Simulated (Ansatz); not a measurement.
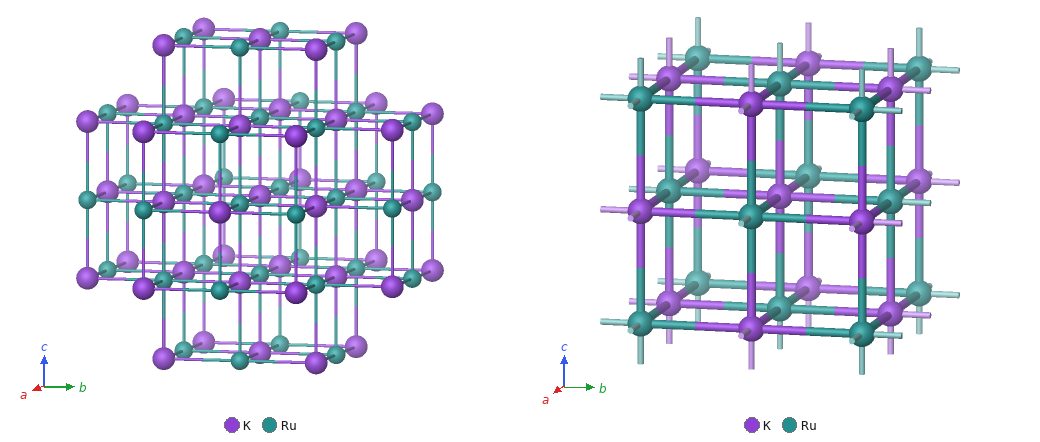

Left: the structure. Right: its underlying net. Nodes are coloured by element. Edges to nodes outside the piece are drawn as stubs.

The compound is KRu (space group Fm-3m, No. 225), taken as the geometry relaxed with Ansatz 0.2.0, DFT PBE, scalar-relativistic, plane waves, PAW; the starting structure was generated, so it need not be a known form of this composition.

Bonds are taken as K–Ru below 3.8 Å; no other contact counts. Simplification: prune 0- and 1-connected atoms, fold 2-connected ones into links.

The result is a uninodal 6-connected, three-periodic net: K and Ru are 6-connected nodes. It is the pcu net, known from NaCl, ReO3 and the B-X framework of perovskite. It is a single net, without interpenetration.

| node | links | point symbol | coordination sequence |
| --- | --- | --- | --- |
| K and Ru | 6 | 4¹²·6³ | 6 18 38 66 102 146 |
